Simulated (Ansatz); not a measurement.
**(ZnTe)1(MgSe)3 [001] superlattice, started as zinc blende: the cell at rest**

Task: relax (ZnTe)1(MgSe)3 [001] superlattice, started as zinc blende tightly.

Main program and level: Ansatz 0.2.0; DFT PBEsol, scalar-relativistic, plane waves, PAW.

The structure was built from a prototype and need not be the compound's stable phase.

## 1. Starting point

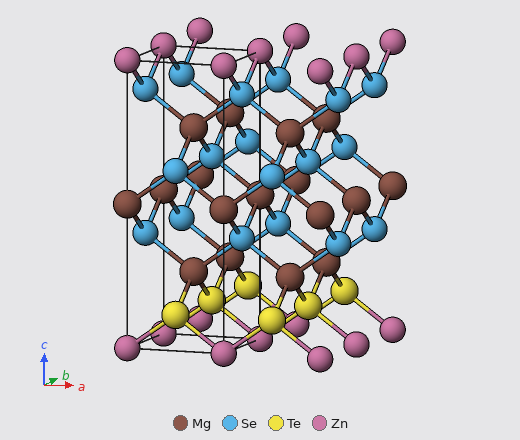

The cell as given, slightly off an axis (magnesium brown, selenium blue, tellurium yellow, zinc pink). 2×2×1 cells are drawn. Some periodic images of atoms are drawn too.

## 2. Probe on a coarse mesh

First a cheap look: the gap decides the mesh and the occupations, the pressure tells how far the cell has to move.

input.yaml reads:

```yaml
crystal:
  lattice:
    - [2.97125, 2.97125, 0.0]
    - [-2.97125, 2.97125, 0.0]
    - [0.0, 0.0, 11.885]
  atoms:
    - { symbol: Mg, position: [0.5, 0.5, 0.25] }
    - { symbol: Mg, position: [0.0, 0.0, 0.5] }
    - { symbol: Mg, position: [0.5, 0.5, 0.75] }
    - { symbol: Se, position: [0.0, 0.5, 0.375] }
    - { symbol: Se, position: [0.5, 1.0, 0.625] }
    - { symbol: Se, position: [0.0, 0.5, 0.875] }
    - { symbol: Te, position: [0.5, 1.0, 0.125] }
    - { symbol: Zn, position: [0.0, 0.0, 0.0] }
kpoints:
  mp_grid: { grid: [4, 4, 2] }
hamiltonian:
  xc: pbesol
scf:
  occupations: { method: gaussian, width: 0.1 }
output:
  forces: true
  stress: true
  eigenvalues: true
```

Started as:

```bash
ansatz run input.yaml --threads 8 --pin off --max-ram 14336MiB --backend cpu --events-out ev --progress --plain --runs-dir out
```

Numbers of over 12 decimals in the logs are rounded to 6 here.

Log:

```text
Engine: ansatz 0.2.0, x86_64-unknown-linux-gnu
Pseudopotentials: kind: paw
Pseudopotential: Mg, paw, valence charge 10, recommended cutoff 420 eV (normal), Mg.paw.azcp
Pseudopotential: Se, paw, valence charge 16, recommended cutoff 420 eV (normal), Se.paw.azcp
Pseudopotential: Te, paw, valence charge 16, recommended cutoff 420 eV (normal), Te.paw.azcp
[...]
k-point 0: bands = [... 49 lower, 4.2691, 5.0233, 5.1101, 5.1395, 7.1596, 8.0728, 8.7806, 9.2427, ... 4 higher]
  k-point 1: bands = [... 49 lower, 4.5352, 4.5466, 5.0046, 5.0460, 7.8978, 8.4101, 8.5121, 8.5657, ... 4 higher]
  k-point 2: bands = [... 49 lower, 4.2729, 4.3869, 4.5580, 5.0669, 8.5054, 8.9232, 9.1497, 9.4800, ... 4 higher]
  k-point 17: bands = [... 49 lower, 3.3756, 3.3783, 3.4384, 3.4911, 8.5276, 8.6983, 8.7414, 8.9052, ... 4 higher]
[key lines of the parts left out:]
SCF converged after 8 iterations
Free energy (F): -32198.705980 eV
Fermi energy:    6.149528 eV
P = ⅓ Tr σ = 1.3460 GPa (13.460 kbar)
```

Run time: 6.2 s. Hardware: 8 threads of AMD EPYC 7571, shared host; peak memory 0.96 GiB; 42 s of CPU time.

A gap read on the k-mesh alone can miss the band edges.

This step gave:

```yaml
pressure: 1.346 GPa
gap_on_the_k_mesh: 2.020 eV
volume_per_atom: 26.23 Å³
direct_gap_on_mesh: 2.020 eV
```

The coarse mesh shows a gap of 2.02 eV and a pressure of 1.3 GPa.

## 3. Rough relaxation

A rough relaxation comes first, because large forces or stress need no tight tolerances yet.

Changes to input.yaml since step 2:

```diff
@@ -15,3 +15,3 @@
 kpoints:
-  mp_grid: { grid: [4, 4, 2] }
+  mp_grid: { grid: [6, 6, 2] }
 hamiltonian:
@@ -24 +24,6 @@
   eigenvalues: true
+relax:
+  adjacent_minimum: "off"
+  f_tol: 0.05
+  max_steps: 80
+  cell: { stress_tol: 0.5 }
```

Log:

```text
[...]
Crystal: 8 atoms, lattice volume = 209.849 Å³
Basis set: ecut = 420 eV, 4043 PW (Γ), exchange–correlation on 60×60×160 points (8 copies of the dense FFT grid, shifted against one another)
Bands: 64, of which v1, the nominal top of the filled ones, is band 53 counted from 1 (52 counted from 0)
Symmetry: 4 space group operations
[...]
k-points: 32 of 72
[...]
- [-2.985906, 2.985906, 0]
    - [0, 0, 11.935969]
  atoms:
    - { symbol: Mg, position: [0.5, 0.500000, 0.260353] }
    - { symbol: Mg, position: [0, 0, 0.507048] }
    - { symbol: Mg, position: [0.5, 0.500000, 0.751764] }
    - { symbol: Se, position: [0, 0.500000, 0.382723] }
    - { symbol: Se, position: [0.500000, 1.000000, 0.628278] }
    - { symbol: Se, position: [0, 0.500000, 0.873238] }
    - { symbol: Te, position: [0.500000, 1.000000, 0.111920] }
    - { symbol: Zn, position: [0, 0, -0.015324] }
[key lines of the parts left out:]
SCF converged after 6 iterations
Free energy (F): -32199.003424 eV
Fermi energy:    6.051218 eV
P = ⅓ Tr σ = -0.0866 GPa (-0.866 kbar)
```

Run time: 56 s. Hardware: 8 threads; peak memory 1.1 GiB; 6.9 min of CPU time.

The steps of the relaxation:

```
step  energy less that of the first step (eV)  largest force component (eV/Å)  pressure (GPa)  volume (Å³)
   1                                   0.0000                          1.3594            1.28       209.85
   2                                  -0.2334                          0.3258           -0.26       214.94
   3                                  -0.2462                          0.0399           -0.09       214.08
  4*                                  -0.2467                          0.0400           -0.09       214.08
```

Relaxation steps marked * repeat the geometry before them on a plane-wave basis chosen anew for their cell, so energy and pressure can jump there.

Forces are held to the 4 operations that the run works with; a distortion that breaks them can't arise in this run.

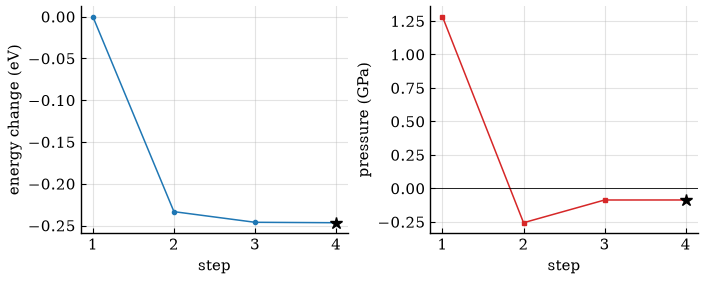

Energy and pressure along the relaxation. Stars mark steps on a basis chosen anew.

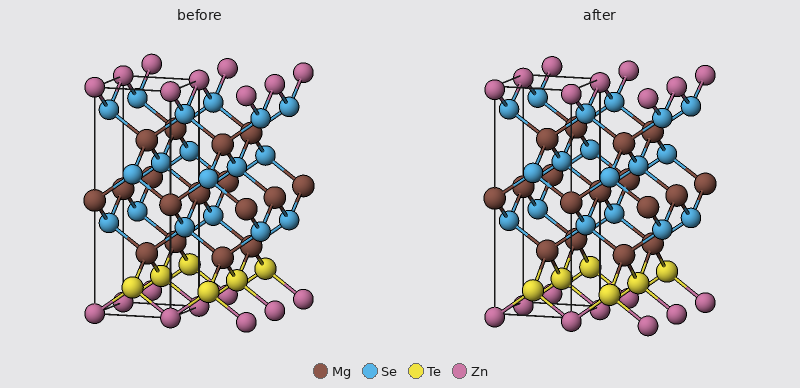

Before and after, at one scale.

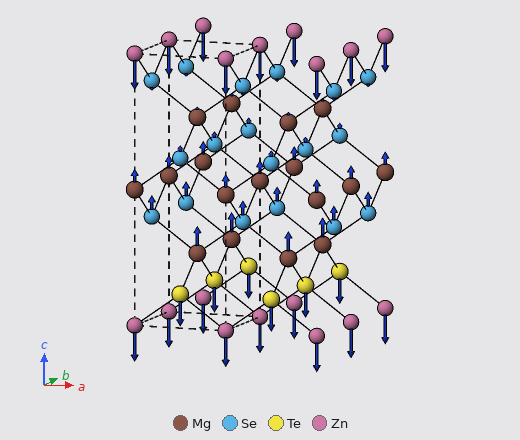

Displacements in the relaxation, exaggerated, measured against the changing cell; the longest in the cell stands for 0.18 Å. 2×2×1 cells are drawn. Some periodic images of atoms are drawn too.

| conventional cell, symmetrised | before | after | change |
| --- | --- | --- | --- |
| a (Å) | 4.202 | 4.223 | +0.5 % |
| b (Å) | 4.202 | 4.248 | +1.1 % |
| c (Å) | 11.885 | 11.936 | +0.4 % |
| volume (Å³/atom) | 26.23 | 26.76 | +2.0 % |

The atoms that moved most (Å, as changes of fractional coordinates times the final cell):

| atom | dx | dy | dz | length |
| --- | --- | --- | --- | --- |
| Zn8 | 0.000 | 0.000 | -0.183 | 0.183 |
| Te7 | 0.000 | 0.000 | -0.156 | 0.156 |
| Mg1 | 0.000 | 0.000 | 0.124 | 0.124 |
| Se4 | 0.000 | 0.000 | 0.092 | 0.092 |
| Mg2 | 0.000 | 0.000 | 0.084 | 0.084 |
| Se5 | 0.000 | 0.000 | 0.039 | 0.039 |
| Mg3 | 0.000 | 0.000 | 0.021 | 0.021 |
| Se6 | 0.000 | 0.000 | -0.021 | 0.021 |

This step gave:

```
pressure           : -0.08656 GPa
gap on the k-mesh  : 1.532 eV
volume per atom    : 26.76 Å³
direct gap on mesh : 1.548 eV
```

In this step the volume went from 26.23 to 26.76 Å³/atom.

## 4. Relaxation

The cell and atoms are relaxed, since residual forces and stress would shift the frequencies.

input.yaml reads:

```yaml
crystal:
  lattice:
    - [3.0034582935, 3.0034582935, 0.0]
    - [-2.9859058656, 2.9859058656, 0.0]
    - [0.0, 0.0, 11.9359692912]
  atoms:
    - { symbol: Mg, position: [0.5, 0.5, 0.2603526803] }
    - { symbol: Mg, position: [0.0, 0.0, 0.5070480216] }
    - { symbol: Mg, position: [0.5, 0.5, 0.7517635545] }
    - { symbol: Se, position: [0.0, 0.5, 0.3827231481] }
    - { symbol: Se, position: [0.5, 1.0, 0.6282783922] }
    - { symbol: Se, position: [0.0, 0.5, 0.8732383353] }
    - { symbol: Te, position: [0.5, 1.0, 0.1119201199] }
    - { symbol: Zn, position: [0.0, 0.0, -0.0153242518] }
kpoints:
  mp_grid: { grid: [6, 6, 2] }
hamiltonian:
  xc: pbesol
scf:
  occupations: { method: gaussian, width: 0.02 }
output:
  forces: true
  stress: true
  eigenvalues: true
relax:
  adjacent_minimum: "off"
  f_tol: 0.005
  max_steps: 80
  cell: { stress_tol: 0.05 }
```

Log:

```text
[...]
Crystal: 8 atoms, lattice volume = 214.085 Å³
Basis set: ecut = 420 eV, 4143 PW (Γ), exchange–correlation on 60×60×160 points (8 copies of the dense FFT grid, shifted against one another)
Bands: 64, of which v1, the nominal top of the filled ones, is band 53 counted from 1 (52 counted from 0)
[... 1 set-up line as in the run before ...]
[...]
k-points: 32 of 72
[...]
SCF iter   1: F=—  HF=-32199.009028 eV  |F-HF|=—  |Δ(HF+E_count)|=         —  Δρ=2.47e-3  dr2=1.83e-2  ethr=1.77e-3  ⟨swp⟩=7.6  Hψ=8693  notcnv=0  defer=4
[...]
SCF iter   8: F=-32199.003424 eV  HF=-32199.003424 eV  |F-HF|=4.27e-9  |Δ(HF+E_count)|=   3.26e-7  Δρ=2.88e-6  dr2=1.89e-8  ethr=9.43e-11  ⟨swp⟩=10.8  Hψ=10046  notcnv=0
SCF 1 converged in 8 iterations: F = -32199.003424 eV  dr2 = 1.89e-8
[...]
relax step   1: F+E_penalty+E_count = -32199.00342440 eV  Δ(F+E_penalty+E_count) = +0.000e0 eV  max|allowed force component| = 3.996e-2 eV/Å  Δτ_max = 0.0000 Å  P = -0.087 GPa  Ω = 214.085 Å³  (8 SCF iters, dr2 threshold 1.00e-7 eV, accepted)
Crystal: 8 atoms, lattice volume = 213.468 Å³
Basis set: ecut = 420 eV, 4135 PW (Γ), exchange–correlation on 60×60×160 points (8 copies of the dense FFT grid, shifted against one another)
[...]
SCF iter   6: F=-32199.003605 eV  HF=-32199.003605 eV  |F-HF|=5.19e-8  |Δ(HF+E_count)|=   1.50e-7  Δρ=5.61e-6  dr2=1.20e-7  ethr=1.32e-10  ⟨swp⟩=7.1  Hψ=9140  notcnv=0
SCF 2 converged in 6 iterations: F = -32199.003605 eV  dr2 = 1.20e-7
[...]
relax step   2: F+E_penalty+E_count = -32199.00360529 eV  Δ(F+E_penalty+E_count) = -1.809e-4 eV  max|allowed force component| = 6.488e-2 eV/Å  Δτ_max = 0.0131 Å  P = +0.056 GPa  Ω = 213.468 Å³  energy of the carried Pulay correction = +7.275e-5 eV  (6 SCF iters, dr2 threshold 1.40e-7 eV, accepted)
Crystal: 8 atoms, lattice volume = 213.669 Å³
[...]
SCF iter   5: F=-32199.004180 eV  HF=-32199.004180 eV  |F-HF|=1.24e-7  |Δ(HF+E_count)|=   7.29e-7  Δρ=1.05e-5  dr2=2.59e-7  ethr=2.48e-10  ⟨swp⟩=4.5  Hψ=8695  notcnv=0
SCF 3 converged in 5 iterations: F = -32199.004180 eV  dr2 = 2.59e-7
relax step   3: F+E_penalty+E_count = -32199.00418000 eV  Δ(F+E_penalty+E_count) = -5.747e-4 eV  max|allowed force component| = 2.343e-3 eV/Å  Δτ_max = 0.0075 Å  P = +0.006 GPa  Ω = 213.669 Å³  energy of the carried Pulay correction = +4.897e-5 eV  (5 SCF iters, dr2 threshold 2.63e-7 eV, accepted)
[...]
SCF iter   7: F=-32199.004136 eV  HF=-32199.004136 eV  |F-HF|=1.82e-11  |Δ(HF+E_count)|=  1.56e-10  Δρ=6.62e-8  dr2=1.42e-11  ethr=1.00e-12  ⟨swp⟩=4.1  Hψ=7195  notcnv=0
SCF 4 converged in 7 iterations: F = -32199.004136 eV  dr2 = 1.42e-11
relax step   4: F+E_penalty+E_count = -32199.00413574 eV  Δ(F+E_penalty+E_count) = +4.427e-5 eV  max|allowed force component| = 2.272e-3 eV/Å  Δτ_max = 0.0000 Å  P = +0.006 GPa  Ω = 213.669 Å³  stress off target by 2.51e-2 GPa  SCF on the basis re-selected at this cell (its energy is not comparable with the rows above)  (7 SCF iters)
basis re-selected at this cell: Δ(F+E_penalty+E_count) = +4.427e-5 eV, ΔP = -0.000 GPa vs the last step (what re-selecting the basis moved, of the pressure what is left beyond the Pulay correction that the steps carried, after the strain that the cell walked since its last selection, with what the two solves' SCF thresholds leave and, on support functions, any second-order correction that the steps lacked; it is no m [...]
SCF converged after 7 iterations
Free energy (F): -32199.004136 eV
[...]
Internal energy: -32199.004136 eV  (E = F + TS)
E sigma→0 (E₀):  -32199.004136 eV
Fermi energy:    6.073155 eV
[...]
--- Forces (eV/Å), atoms counted from 1 ---
  atom   1  Mg     0.00000000    -0.00000000    -0.00154321
  atom   2  Mg     0.00000000     0.00000000     0.00187421
  atom   3  Mg    -0.00000000     0.00000000    -0.00178128
  atom   4  Se     0.00000000     0.00000000     0.00007315
  atom   5  Se     0.00000000    -0.00000000     0.00053115
  atom   6  Se    -0.00000000     0.00000000     0.00007523
  atom   7  Te     0.00000000     0.00000000     0.00227173
  atom   8  Zn     0.00000000     0.00000000    -0.00150094
  max |Σ_I F_I| component: 4.88e-8 eV/Å
--- Stress (GPa, compression-positive) ---
       -0.002884       0.005358       0.000000
        0.005358      -0.002884      -0.000000
        0.000000       0.000000       0.025058
  P = ⅓ Tr σ = 0.0064 GPa (0.064 kbar)
--- Band table (eV; the first three rows and the last of 32) ---
  k-point 0: bands = [... 49 lower, 4.1249, 4.8876, 5.1451, 5.2901, 6.8430, 7.9013, 8.6790, 8.8753, ... 7 higher]
  k-point 1: bands = [... 49 lower, 4.1902, 4.2562, 5.1020, 5.2501, 7.6779, 8.0764, 8.1854, 8.5334, ... 7 higher]
  k-point 2: bands = [... 49 lower, 4.0900, 4.4516, 4.7263, 5.1334, 7.8139, 8.2840, 8.9324, 9.2436, ... 7 higher]
  k-point 31: bands = [... 49 lower, 3.2060, 3.2132, 3.3166, 3.4734, 8.3324, 8.4750, 8.7983, 8.8863, ... 7 higher]
--- Relaxed structure (3 steps of the walk, 3 accepted, 1 SCFs on fresh bases) ---
[...]
cell:  # Å, volume = 213.6692 Å³
    - [3.004526, 3.004526, 0]
    - [-2.976860, 2.976860, 0]
    - [0, 0, 11.944767]
  atoms:
    - { symbol: Mg, position: [0.5, 0.5, 0.259997] }
    - { symbol: Mg, position: [0, 0, 0.506663] }
    - { symbol: Mg, position: [0.5, 0.5, 0.752138] }
    - { symbol: Se, position: [0, 0.500000, 0.382123] }
    - { symbol: Se, position: [0.5, 1.0, 0.628056] }
    - { symbol: Se, position: [0, 0.500000, 0.873691] }
    - { symbol: Te, position: [0.5, 1.0, 0.112135] }
    - { symbol: Zn, position: [0, 0, -0.014804] }
```

Elapsed: 49 s, on 8 threads; peak memory 1.1 GiB.

Relaxation path:

| step | energy less that of the first step (eV) | largest force component (eV/Å) | pressure (GPa) | volume (Å³) |
| --- | --- | --- | --- | --- |
| 1 | 0.0000 | 0.0400 | -0.09 | 214.08 |
| 2 | -0.0002 | 0.0649 | 0.06 | 213.47 |
| 3 | -0.0008 | 0.0023 | 0.01 | 213.67 |
| 4* | -0.0007 | 0.0023 | 0.01 | 213.67 |

Relaxation steps marked * repeat the geometry before them on a plane-wave basis chosen anew for their cell, so energy and pressure can jump there.

The run keeps the 4 symmetry operations that it works with, so distortions that break them were not tested.

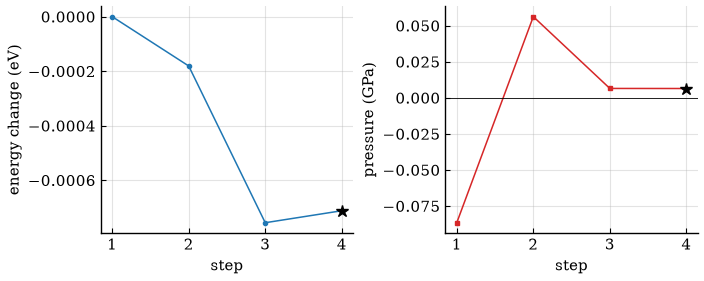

Energy and pressure along the relaxation. Stars mark steps on a basis chosen anew.

```
conventional cell, symmetrised  before   after  change
                         a (Å)   4.223   4.210  -0.3 %
                         b (Å)   4.248   4.249  +0.0 %
                         c (Å)  11.936  11.945  +0.1 %
              volume (Å³/atom)   26.76   26.71  -0.2 %
```

This step gave:

| Property | Result |
| --- | --- |
| pressure | 0.006430 GPa |
| gap on the k-mesh | 1.540 eV |
| volume per atom | 26.71 Å³ |
| direct gap on mesh | 1.553 eV |

In this step the volume went from 26.76 to 26.71 Å³/atom.

## 5. Tight relaxation

Phonons need a cell at rest on their own settings, so the relaxation is repeated with tight tolerances on forces and stress on the k mesh and occupations of the first response run.

input.yaml reads:

```yaml
crystal:
  lattice:
    - [3.0045255794, 3.0045255794, 0.0]
    - [-2.9768602647, 2.9768602647, 0.0]
    - [0.0, 0.0, 11.9447666575]
  atoms:
    - { symbol: Mg, position: [0.5, 0.5, 0.259997285] }
    - { symbol: Mg, position: [0.0, 0.0, 0.5066628663] }
    - { symbol: Mg, position: [0.5, 0.5, 0.752138122] }
    - { symbol: Se, position: [0.0, 0.5, 0.3821234569] }
    - { symbol: Se, position: [0.5, 1.0, 0.6280561571] }
    - { symbol: Se, position: [0.0, 0.5, 0.8736905708] }
    - { symbol: Te, position: [0.5, 1.0, 0.1121351727] }
    - { symbol: Zn, position: [0.0, 0.0, -0.0148036308] }
kpoints:
  mp_grid: { grid: [8, 8, 2] }
hamiltonian:
  xc: pbesol
scf:
  occupations: { method: fixed }
output:
  forces: true
  stress: true
  eigenvalues: true
relax:
  adjacent_minimum: "off"
  f_tol: 0.001
  max_steps: 60
  cell: { stress_tol: 0.01 }
```

Log:

```text
[...]
Crystal: 8 atoms, lattice volume = 213.669 Å³
Basis set: ecut = 420 eV, 4135 PW (Γ), exchange–correlation on 60×60×160 points (8 copies of the dense FFT grid, shifted against one another)
Bands: 64, of which v1, the nominal top of the filled ones, is band 53 counted from 1 (52 counted from 0)
[... 1 set-up line as in the run before ...]
[...]
k-points: 50 of 128
[...]
- [0, 0, 11.965496]
  atoms:
    - { symbol: Mg, position: [0.500000, 0.500000, 0.259956] }
    - { symbol: Mg, position: [0, 0, 0.506675] }
    - { symbol: Mg, position: [0.500000, 0.500000, 0.752128] }
    - { symbol: Se, position: [0, 0.500000, 0.382111] }
    - { symbol: Se, position: [0.500000, 1.000000, 0.628069] }
    - { symbol: Se, position: [0, 0.500000, 0.873720] }
    - { symbol: Te, position: [0.500000, 1.000000, 0.112137] }
    - { symbol: Zn, position: [0, 0, -0.014797] }
[key lines of the parts left out:]
SCF converged after 6 iterations
Free energy (F): -32199.008180 eV
Fermi energy:    5.311336 eV
P = ⅓ Tr σ = -0.0001 GPa (-0.001 kbar)
```

It took 1.9 min on 8 threads; peak memory 1.3 GiB; 14 min of CPU time.

The steps of the relaxation:

| step | energy less that of the first step (eV) | largest force component (eV/Å) | pressure (GPa) | volume (Å³) |
| --- | --- | --- | --- | --- |
| 1 | 0.0000 | 0.0026 | 0.00 | 213.67 |
| 2 | 0.0000 | 0.0027 | 0.00 | 213.69 |
| 3 | -0.0001 | 0.0039 | 0.00 | 213.67 |
| 4 | -0.0001 | 0.0003 | 0.00 | 213.68 |
| 5* | -0.0001 | 0.0003 | 0.00 | 213.68 |

Relaxation steps marked * repeat the geometry before them on a plane-wave basis chosen anew for their cell, so energy and pressure can jump there.

Forces are held to the 4 operations that the run works with; a distortion that breaks them can't arise in this run.

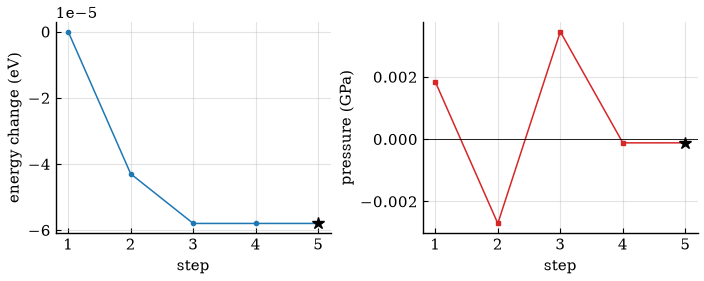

Energy and pressure along the relaxation. Stars mark steps on a basis chosen anew.

```csv
"conventional cell, symmetrised",before,after,change
a (Å),4.210,4.206,-0.1 %
b (Å),4.249,4.246,-0.1 %
c (Å),11.945,11.965,+0.2 %
volume (Å³/atom),26.71,26.71,+0.0 %
```

Final coordinates:

```cif
data_structure
_symmetry_space_group_name_H-M 'P 1'
_symmetry_Int_Tables_number 1
_cell_length_a 4.2456
_cell_length_b 4.2062
_cell_length_c 11.9655
_cell_angle_alpha 90.000
_cell_angle_beta 90.000
_cell_angle_gamma 90.000
_cell_volume 213.68
loop_
_atom_site_label
_atom_site_type_symbol
_atom_site_fract_x
_atom_site_fract_y
_atom_site_fract_z
_atom_site_occupancy
Mg1 Mg 0.50000 0.50000 0.25996 1
Mg2 Mg 0.00000 0.00000 0.50668 1
Mg3 Mg 0.50000 0.50000 0.75213 1
Se4 Se 0.00000 0.50000 0.38211 1
Se5 Se 0.50000 0.00000 0.62807 1
Se6 Se 0.00000 0.50000 0.87372 1
Te7 Te 0.50000 0.00000 0.11214 1
Zn8 Zn 0.00000 0.00000 0.98520 1
```

This step gave:

| Quantity | Value |
| --- | --- |
| pressure | -1.19e-4 GPa |
| gap on the k-mesh | 1.532 eV |
| direct gap on mesh | 1.549 eV |

The largest force component left is 0.25 meV/Å and the pressure is 0.000 GPa, within the tolerances set. The cell now holds 26.71 Å³/atom.

## 6. Summary of results

```yaml
space_group_after_relaxation_within_0p01_a: Pmm2
lattice_constant_a: 4.206 Å
lattice_constant_b: 4.246 Å
lattice_constant_c: 11.965 Å
volume_per_atom: 26.7 Å³
gap_on_the_k_mesh: 1.53 eV
```

The largest force component left is 0.25 meV/Å and the pressure is 0.000 GPa, within the tolerances set. The cell now holds 26.71 Å³/atom. The relaxation keeps the symmetry of its start, so it says nothing on stability against lower symmetry. Spin-orbit coupling is left out, which can matter for the heavy elements here. The starting cell was built on a prototype and not taken from a measurement, so the phase need not exist.

[Logs are printed without paths, hosts, clocks, repeated set-up lines and the standing remarks that a program may print on its own settings, such as how far it seeks lower states.]

[Hosts, paths, dates, database ids (printed as entryN), source tags and the programs' standing remarks are cut or masked in the printed files.]
